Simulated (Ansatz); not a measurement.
**C5H12Si (vinyltrimethylsilane): CAM-B3LYP/6-31G(d) (spherical functions)**

Aim: the vertical singlet–triplet gap of C5H12Si (vinyltrimethylsilane) at CAM-B3LYP/6-31G* (spherical functions), from 2 runs. 

The calculation is run with Ansatz 0.2.0.

31 further runs of the same task are left out: 31 set aside as unsound or not needed.

**1. The structure to begin with**

C5H12Si: 18 atoms, total charge 0, spin state singlet. As SMILES, `C=C[Si](C)(C)C`. Geometry: relaxed at PBE0-D4/def2-TZVP. This is one conformer, not always the lowest.

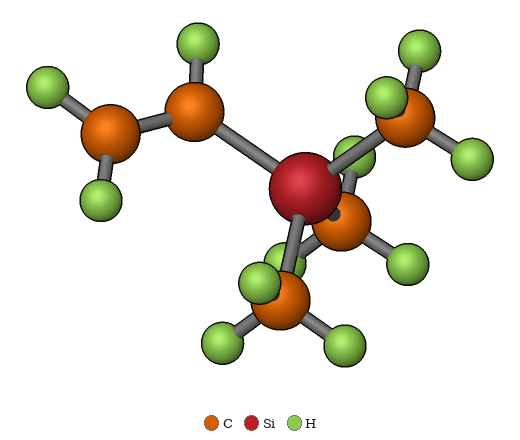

The structure, seen from a chosen angle (carbon orange, silicon red, hydrogen green).

**2. The energy at CAM-B3LYP/6-31G(d) (spherical functions)**

input.yaml

```yaml
crystal:
  periodic: [false, false, false]
  atoms:
    - {symbol: C, position_ang: [-2.463470, -0.560850, 0.441110]}
    - {symbol: C, position_ang: [-1.600000, 0.041460, -0.372240]}
    - {symbol: Si, position_ang: [0.250010, 0.097990, -0.111240]}
    - {symbol: C, position_ang: [0.693770, -0.817270, 1.461280]}
    - {symbol: C, position_ang: [0.791320, 1.889350, 0.012330]}
    - {symbol: C, position_ang: [1.095130, -0.702450, -1.581740]}
    - {symbol: H, position_ang: [-3.533840, -0.570330, 0.252000]}
    - {symbol: H, position_ang: [-2.138230, -1.076560, 1.340760]}
    - {symbol: H, position_ang: [-2.008990, 0.536650, -1.254490]}
    - {symbol: H, position_ang: [0.218540, -0.365270, 2.335650]}
    - {symbol: H, position_ang: [1.775050, -0.792910, 1.621980]}
    - {symbol: H, position_ang: [0.389440, -1.865980, 1.413780]}
    - {symbol: H, position_ang: [0.321910, 2.383320, 0.866720]}
    - {symbol: H, position_ang: [1.875770, 1.963820, 0.132240]}
    - {symbol: H, position_ang: [0.516990, 2.446350, -0.887640]}
    - {symbol: H, position_ang: [0.807560, -1.752570, -1.676110]}
    - {symbol: H, position_ang: [0.825840, -0.197420, -2.513330]}
    - {symbol: H, position_ang: [2.183160, -0.657310, -1.481070]}
basis:
  gaussian:
    orbitals: 6-31G_st_-spherical.json
hamiltonian:
  xc: {name: CAM-B3LYP}
accuracy: high
output: {orbitals: {seedname: orbitals}}
```

The basis set 6-31G* is read from a file made from the Basis Set Exchange's data (not shown).

On the command line:

```sh
$ ansatz run input.yaml --threads 1 --pin off --max-ram 3480MiB --events-out events.jsonl --progress --plain --runs-dir runs
```

What it wrote:

```text
Warning: RAYON_NUM_THREADS=1 ignored (pool sized by the plan → 1); use --threads N
Functional definition: CAM-B3LYP
  name "CAM-B3LYP"
  parameter alpha = 0.19
  parameter beta = 0.46
  parameter omega = 0.33/bohr
  parameter ac = 0.81
  exchange = (1 - alpha - beta)*b88_x + beta*b88_x_sr(omega) + alpha*exact_x + beta*exact_x_lr(omega)
  correlation = (1 - ac)*vwn5_c + ac*lyp_c
2859 factors; integrals over basis functions are off by at most 4.2e-9 eV
589 factors; integrals over basis functions are off by at most 2.2e-9 eV
mean field evaluation 1: about -13246.2739 eV, gradient 5.9e1 eV
mean field evaluation 2: about -13249.0692 eV, gradient 4.8e1 eV
mean field evaluation 4: about -13254.6595 eV, gradient 1.9e0 eV
mean field evaluation 8: about -13254.9602 eV, gradient 1.4e-1 eV
mean field evaluation 16: about -13254.9603 eV, gradient 3.7e-5 eV
mean field -13254.96030813 eV, -487.1108067891 hartree, gradient 6.0e-8 eV, S^2 0.000000; 0 other end points of the search recorded, 0 dependent functions left out
reference -13254.96033004 eV, -487.1108075942 hartree; 28, 28 occupied and 84, 84 virtual orbitals, 2859 factors
Total energy: -13254.96033004 eV, -487.1108075942 hartree
```

Wall time 11 s (1 thread of Intel Xeon 6975P-C (Granite Rapids), shared host); peak memory 0.6 GiB.

**3. The triplet at the same level**

in.yaml

```yaml
crystal:
  periodic: [false, false, false]
  atoms:
    - symbol: C
      position_ang: [-2.463470, -0.560850, 0.441110]
    - symbol: C
      position_ang: [-1.600000, 0.041460, -0.372240]
    - symbol: Si
      position_ang: [0.250010, 0.097990, -0.111240]
    - symbol: C
      position_ang: [0.693770, -0.817270, 1.461280]
    - symbol: C
      position_ang: [0.791320, 1.889350, 0.012330]
    - symbol: C
      position_ang: [1.095130, -0.702450, -1.581740]
    - symbol: H
      position_ang: [-3.533840, -0.570330, 0.252000]
    - symbol: H
      position_ang: [-2.138230, -1.076560, 1.340760]
    - symbol: H
      position_ang: [-2.008990, 0.536650, -1.254490]
    - symbol: H
      position_ang: [0.218540, -0.365270, 2.335650]
    - symbol: H
      position_ang: [1.775050, -0.792910, 1.621980]
    - symbol: H
      position_ang: [0.389440, -1.865980, 1.413780]
    - symbol: H
      position_ang: [0.321910, 2.383320, 0.866720]
    - symbol: H
      position_ang: [1.875770, 1.963820, 0.132240]
    - symbol: H
      position_ang: [0.516990, 2.446350, -0.887640]
    - symbol: H
      position_ang: [0.807560, -1.752570, -1.676110]
    - symbol: H
      position_ang: [0.825840, -0.197420, -2.513330]
    - symbol: H
      position_ang: [2.183160, -0.657310, -1.481070]
basis:
  gaussian: {orbitals: 6-31G_st_-spherical.json}
magnetization: {spin_polarized: true, initial_magnetization: 2}
hamiltonian: {xc: {name: CAM-B3LYP}}
accuracy: high
output: {orbitals: {seedname: orbitals}}
```

The basis set 6-31G* is read from a file made from the Basis Set Exchange's data (not shown).

On the command line:

```sh
$ ansatz run in.yaml --threads 1 --pin off --max-ram 3480MiB --events-out events.jsonl --progress --plain --runs-dir runs
```

What it wrote, shortened:

```text
Warning: RAYON_NUM_THREADS=1 ignored (pool sized by the plan → 1); use --threads N
[... 8 set-up lines as earlier in the session ...]
2859 factors; integrals over basis functions are off by at most 4.2e-9 eV
589 factors; integrals over basis functions are off by at most 2.2e-9 eV
mean field evaluation 1: about -13241.8916 eV, gradient 4.1e1 eV
mean field evaluation 2: about -13244.9645 eV, gradient 3.3e1 eV
mean field evaluation 4: about -13250.3015 eV, gradient 6.9e-1 eV
mean field evaluation 8: about -13250.6125 eV, gradient 1.2e-1 eV
mean field evaluation 16: about -13250.6127 eV, gradient 1.9e-4 eV
mean field -13250.61274049 eV, -486.9510366252 hartree, gradient 9.1e-8 eV, S^2 2.006360; 0 other end points of the search recorded, 0 dependent functions left out
reference -13250.61276244 eV, -486.9510374318 hartree; 29, 27 occupied and 83, 85 virtual orbitals, 2859 factors
Total energy: -13250.61276244 eV, -486.9510374318 hartree
```

Wall time 21 s (1 thread of Intel Xeon 6975P-C (Granite Rapids), shared host); peak memory 0.86 GiB.

**4. Results**

At CAM-B3LYP/6-31G* (spherical functions):

| quantity | value |
| --- | --- |
| singlet: total energy | -487.11081 Eh |
| singlet: HOMO energy | -8.62 eV |
| singlet: LUMO energy | 1.63 eV |
| singlet: HOMO–LUMO gap | 10.26 eV |
| triplet: total energy | -486.95104 Eh |
| triplet: HOMO energy (highest over α and β) | -4.38 eV |
| triplet: LUMO energy (lowest over α and β) | -2.65 eV |
| triplet: ⟨S²⟩ | 2.006 |
| vertical energy of the triplet above the singlet | 4.348 eV |

At this shape the triplet lies 4.35 eV (100 kcal/mol) above the singlet.
